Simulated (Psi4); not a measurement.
# doublet CH4FSi at 5 levels

Wanted: a comparison of 5 runs (UHF/STO-3G, UHF/3-21G, UB3LYP/6-31G*, UTPSSh/def2-SVPD) of doublet CH4FSi. 

The calculation is run with Psi4 1.11.

1 further run of the same task is left out (set aside as unsound or not needed).

### Step 1. Starting point

The species is CH4FSi (7 atoms), meant as a doublet with charge 0. SMILES of the parent species: `C[SiH-]F`. Geometry: relaxed at GFN2-xTB. That shape belongs to the parent species and isn't relaxed for this state.

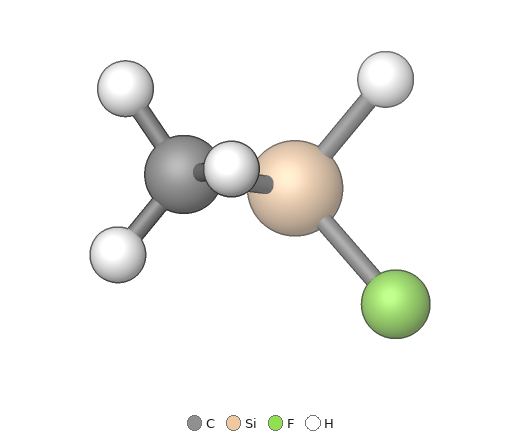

Viewed from a chosen angle; carbon grey, silicon light orange, fluorine green, hydrogen white.

### Step 2. A single-point energy at UHF/STO-3G (run 1)

File run.py:

```python
import psi4

psi4.set_memory(1600000000)
psi4.set_num_threads(1)
psi4.set_output_file('run.log', False)

geom = psi4.geometry("""
0 2
C     -0.619000     0.374770    -0.292140
Si     0.995600    -0.664820    -0.301260
F      0.619160    -1.743790     0.991740
H     -1.448800    -0.178770    -0.743640
H     -0.473380     1.273380    -0.902000
H     -0.956350     0.705050     0.699130
H      1.882770     0.234180     0.548170
symmetry c1
""")

psi4.set_options({
    'basis': 'STO-3G',
    'reference': 'uhf',
    'puream': True,
    'e_convergence': 1e-09,
    'd_convergence': 1e-08,
    'scf_type': 'pk',
    'maxiter': 200,
})

energy_value, wavefunction = psi4.energy('hf', return_wfn=True)
psi4.oeprop(wavefunction, 'MULLIKEN_CHARGES', 'DIPOLE', 'MAYER_INDICES', title='HF')
print(f'total energy {energy_value:.8f} hartree = {energy_value * 27.211386:.5f} eV')
```

Started as:

```sh
$ python run.py
```

run.log:

```text
[...]
  Running in c1 symmetry.
[...]
  Nuclear repulsion =  103.448327172703571
[...]
  Multiplicity = 2
[...]
  Nalpha       = 17
  Nbeta        = 16
[...]
    Number of basis functions: 23
[...]
   @UHF iter   1:  -423.26454574086495   -2.41025e+00   9.75826e-03 DIIS/ADIIS
[...]
   @UHF iter  15:  -423.32734497228944   -5.68434e-13   5.66986e-09 DIIS
[...]
   @S^2 Observed:                7.543841923E-01
[...]
  @UHF Final Energy:  -423.32734497228944
   => Energetics <=
    Nuclear Repulsion Energy =            103.4483271727035714
    One-Electron Energy =                -797.1060203352442386
    Two-Electron Energy =                 270.3303481902512431
    Total Energy =                       -423.3273449722894384
  UHF NO Occupations:
  HONO-2 :   15  A 1.9997755
  HONO-1 :   16  A 1.9980961
[...]
 Multipole Moments:
 ------------------------------------------------------------------------------------
     Multipole            Electronic (a.u.)      Nuclear  (a.u.)        Total (a.u.)
 ------------------------------------------------------------------------------------
 L = 1.  Multiply by 2.5417464519 to convert [e a0] to [Debye]
 Dipole X            :          3.1793913           -2.8957647            0.2836266
 Dipole Y            :         -5.5250803            5.5653634            0.0402831
 Dipole Z            :          0.7349766           -1.6076120           -0.8726354
 Magnitude           :                                                    0.9184548
[...]
```

On the terminal:

```text
total energy -423.32734497 hartree = -11519.32379 eV
```

Wall time 1.8 s (1 thread of Intel Xeon 6975P-C (Granite Rapids), shared host); peak memory 0.18 GiB.

### Step 3. Energy and gradient at UHF/3-21G (run 2)

File ch4fsi.xyz:

```xyz
7
CH4FSi
C     -0.619000     0.374770    -0.292140
Si     0.995600    -0.664820    -0.301260
F      0.619160    -1.743790     0.991740
H     -1.448800    -0.178770    -0.743640
H     -0.473380     1.273380    -0.902000
H     -0.956350     0.705050     0.699130
H      1.882770     0.234180     0.548170
```

File ch4fsi_ase.py:

```python
import numpy as np
from ase.calculators.psi4 import Psi4
from ase.io import read

a = read('ch4fsi.xyz')
calc = Psi4(atoms=a, method='hf', basis='3-21G', memory='1600MB', num_threads=1, charge=0, multiplicity=2, label='ch4fsi', reference='uhf')
calc.psi4.set_options({'puream': True, 'e_convergence': 1e-09, 'd_convergence': 1e-08, 'scf_type': 'pk', 'maxiter': 200})
a.calc = calc

forces = a.get_forces()
print(f'energy: {a.get_potential_energy():.6f} eV')
print('forces / eV A^-1')
print(np.round(forces, 5))
```

Started as:

```sh
$ python ch4fsi_ase.py
```

ch4fsi.dat:

```text
[...]
  Running in c1 symmetry.
[...]
  Nuclear repulsion =  103.448327172703571
[...]
  Multiplicity = 2
[...]
  Nalpha       = 17
  Nbeta        = 16
[...]
    Number of basis functions: 39
[...]
   @UHF iter   1:  -426.21047873824978   -9.59870e-01   9.73253e-03 DIIS/ADIIS
[...]
   @UHF iter  15:  -426.28085693695772   -9.66338e-13   5.13722e-09 DIIS
[...]
   @S^2 Observed:                7.522691941E-01
[...]
  @UHF Final Energy:  -426.28085693695772
   => Energetics <=
    Nuclear Repulsion Energy =            103.4483271727035714
    One-Electron Energy =                -797.3719535980726505
    Two-Electron Energy =                 267.6427694884113748
    Total Energy =                       -426.2808569369577185
  UHF NO Occupations:
  HONO-2 :   15  A 1.9997082
  HONO-1 :   16  A 1.9993896
[...]
  -Total Gradient:
     Atom            X                  Y                   Z
    ------   -----------------  -----------------  -----------------
       1        0.013109224973    -0.005544423522     0.027148549336
       2        0.025065006194     0.001542005371    -0.090517002691
       3       -0.011982990163    -0.007521062974     0.042782634895
       4       -0.003229123001    -0.003626165504    -0.002869603027
       5        0.001840567084     0.003581940120    -0.002905366969
       6       -0.012610206666     0.008920996842     0.004491945037
       7       -0.012192478423     0.002646709667     0.021868843420
[...]
```

The script printed:

```text
energy: -11599.692953 eV
forces / eV A^-1
[[-0.6741   0.28511 -1.39603]
 [-1.28889 -0.07929  4.65457]
 [ 0.61619  0.38675 -2.19997]
 [ 0.16605  0.18646  0.14756]
 [-0.09465 -0.18419  0.1494 ]
 [ 0.64844 -0.45874 -0.23099]
 [ 0.62696 -0.1361  -1.12454]]
```

It took 2 s on 1 thread of Intel Xeon 6975P-C (Granite Rapids), shared host; peak memory 0.19 GiB.

Run 3 isn't shown in full; the table further down has it.

### Step 4. Energy and gradient at UB3LYP/6-31G(d) (Cartesian functions) (run 4)

File ch4fsi.inp:

```
memory 1600 MB

molecule {
  0 2
  C     -0.619000     0.374770    -0.292140
  Si     0.995600    -0.664820    -0.301260
  F      0.619160    -1.743790     0.991740
  H     -1.448800    -0.178770    -0.743640
  H     -0.473380     1.273380    -0.902000
  H     -0.956350     0.705050     0.699130
  H      1.882770     0.234180     0.548170
  symmetry c1
}

set {
  basis                6-31G*
  reference            uks
  puream               false
  e_convergence        1e-09
  d_convergence        1e-08
  scf_type             pk
  dft_radial_points    99
  dft_spherical_points 590
  maxiter              200
}

e_tot, wfn = gradient('b3lyp', return_wfn=True)
print_variables()
```

Started as:

```sh
$ psi4 ch4fsi.inp ch4fsi.out -n 1
```

ch4fsi.out:

```text
[...]
  Running in c1 symmetry.
[...]
  Nuclear repulsion =  103.448327172703571
[...]
  Multiplicity = 2
[...]
  Nalpha       = 17
  Nbeta        = 16
[...]
    Number of basis functions: 57
[...]
   @UKS iter   1:  -429.59941048191911   -4.36339e-01   1.24442e-02 ADIIS/DIIS
[...]
   @UKS iter  13:  -429.83750263602832   -1.08002e-12   4.05433e-09 DIIS
[...]
   @S^2 Observed:                7.514757487E-01
[...]
  @UKS Final Energy:  -429.83750263602832
   => Energetics <=
    Nuclear Repulsion Energy =            103.4483271727035714
    One-Electron Energy =                -800.2737562627320358
    Two-Electron Energy =                 297.8959858066111792
    DFT Exchange-Correlation Energy =     -30.9080593526110334
    Empirical Dispersion Energy =           0.0000000000000000
    VV10 Nonlocal Energy =                  0.0000000000000000
    Total Energy =                       -429.8375026360283186
[...]
  -Total Gradient:
     Atom            X                  Y                   Z
    ------   -----------------  -----------------  -----------------
       1        0.003835812757     0.002044050326     0.022011168549
       2        0.027031444413     0.004010991739    -0.078141648667
       3       -0.011799319564    -0.012397661870     0.040719993847
       4        0.001665093906    -0.000119367775     0.000622026266
       5        0.000305895545    -0.001701023435     0.001507288467
       6       -0.009428038775     0.005895905728    -0.002606392072
       7       -0.011654604843     0.002291347150     0.015885084520
[...]
```

It took 17 s on 1 thread of Intel Xeon 6975P-C (Granite Rapids), shared host; peak memory 0.82 GiB.

### Step 5. The energy at UTPSSh/def2-SVPD (run 5)

File input.json:

```json
{
 "schema_name": "qcschema_input",
 "schema_version": 1,
 "molecule": {
  "schema_name": "qcschema_molecule",
  "schema_version": 2,
  "symbols": ["C", "Si", "F", "H", "H", "H", "H"],
  "geometry": [-1.16974047, 0.70821266, -0.55206459, 1.88141133, -1.25632772, -0.56929889, 1.17004283, -3.29528552, 1.87411699, -2.73783521, -0.33782634, -1.40527594, -0.89455855, 2.40633945, -1.70453296, -1.80723958, 1.3323514, 1.32116423, 3.55791966, 0.44253606, 1.03589117],
  "molecular_charge": 0,
  "molecular_multiplicity": 2,
  "fix_symmetry": "c1",
  "fix_com": true,
  "fix_orientation": true
 },
 "driver": "energy",
 "model": {
  "method": "tpssh",
  "basis": "def2-SVPD"
 },
 "keywords": {
  "reference": "uks",
  "puream": true,
  "e_convergence": 1e-09,
  "d_convergence": 1e-08,
  "scf_type": "pk",
  "dft_radial_points": 99,
  "dft_spherical_points": 590,
  "maxiter": 200
 }
}
```

Started as:

```sh
$ psi4 --qcschema input.json -n 1 --memory 1600MB
```

stdout:

```text
[...]
  Running in c1 symmetry.
[...]
  Nuclear repulsion =  103.448327198447259
[...]
  Multiplicity = 2
[...]
  Nalpha       = 17
  Nbeta        = 16
[...]
    Number of basis functions: 99
[...]
   @UKS iter   1:  -429.39703261120246   -3.32011e-01   7.60256e-03 ADIIS/DIIS
[...]
   @UKS iter  13:  -429.67608439562332   -6.42331e-12   6.62152e-09 DIIS
[...]
   @S^2 Observed:                7.522150405E-01
[...]
  @UKS Final Energy:  -429.67608439562332
   => Energetics <=
    Nuclear Repulsion Energy =            103.4483271984472594
    One-Electron Energy =                -799.5450356959211149
    Two-Electron Energy =                 300.9819117199778589
    DFT Exchange-Correlation Energy =     -34.5612876181273236
    Empirical Dispersion Energy =           0.0000000000000000
    VV10 Nonlocal Energy =                  0.0000000000000000
    Total Energy =                       -429.6760843956233202
[...]
 Multipole Moments:
 ------------------------------------------------------------------------------------
     Multipole            Electronic (a.u.)      Nuclear  (a.u.)        Total (a.u.)
 ------------------------------------------------------------------------------------
 L = 1.  Multiply by 2.5417464519 to convert [e a0] to [Debye]
 Dipole X            :        -28.0236249           27.9699876           -0.0536374
 Dipole Y            :         39.6802347          -39.1534812            0.5267535
 Dipole Z            :         -5.5748656            4.8317274           -0.7431382
 Magnitude           :                                                    0.9124695
[...]
```

The result, in JSON:

```text
{
 "driver": "energy",
 "model": {
  "method": "tpssh",
  "basis": "def2-SVPD"
 },
 "success": true,
 "return_result": -429.6760843956233,
 "properties": {
  "calcinfo_nbasis": 99,
  "calcinfo_nmo": 99,
  "calcinfo_nalpha": 17,
  "calcinfo_nbeta": 16,
  "calcinfo_natom": 7,
  "nuclear_repulsion_energy": 103.44832719844726,
  "return_energy": -429.6760843956233,
  "scf_one_electron_energy": -799.5450356959211,
  "scf_two_electron_energy": 300.98191171997786,
  "scf_xc_energy": -34.561287618127324,
  "scf_dipole_moment": [-0.05363735513492429, 0.5267535179769567, -0.7431382161542439],
  "scf_total_energy": -429.6760843956233,
  "scf_iterations": 13
 }
}
```

Wall time 69 s (1 thread of Intel Xeon 6975P-C (Granite Rapids), shared host); peak memory 0.77 GiB.

### Step 6. All runs side by side

```csv
run,level,task,properties,energy (Eh),dipole moment (D),HOMO energy (eV),LUMO energy (eV),wall time
1,UHF/STO-3G,energy,"(mulliken, dipole, mayer)",-423.327345,2.33,-7.63,4.32,1.8 s
2,UHF/3-21G,gradient,–,-426.280857,3.12,-10.19,0.06,2 s
3,UB3LYP/6-31G* (spherical functions),gradient,–,-429.834056,2.25,-6.71,-3.69,15 s
4,UB3LYP/6-31G* (Cartesian functions),gradient,–,-429.837503,2.25,-6.71,-3.69,17 s
5,UTPSSh/def2-SVPD,energy,–,-429.676084,2.32,-6.75,-4.03,69 s
```

### Step 7. What came out

```
                                 quantity          value
                      run 5: total energy  -429.67608 Eh
                     run 5: dipole moment         2.32 D
run 5: HOMO energy (highest over α and β)       -6.75 eV
 run 5: LUMO energy (lowest over α and β)       -4.03 eV
                              run 5: ⟨S²⟩          0.752
```

**Reading.** The dipole moment (its size) runs from 2.25 D (UB3LYP/6-31G*) to 3.12 D (UHF/3-21G). The two ends differ in method and basis. Totals of different functionals can't be ranked against each other. In run 1 the basis is minimal, so the values are rough. All runs together took 1.7 min, the longest 69 s.
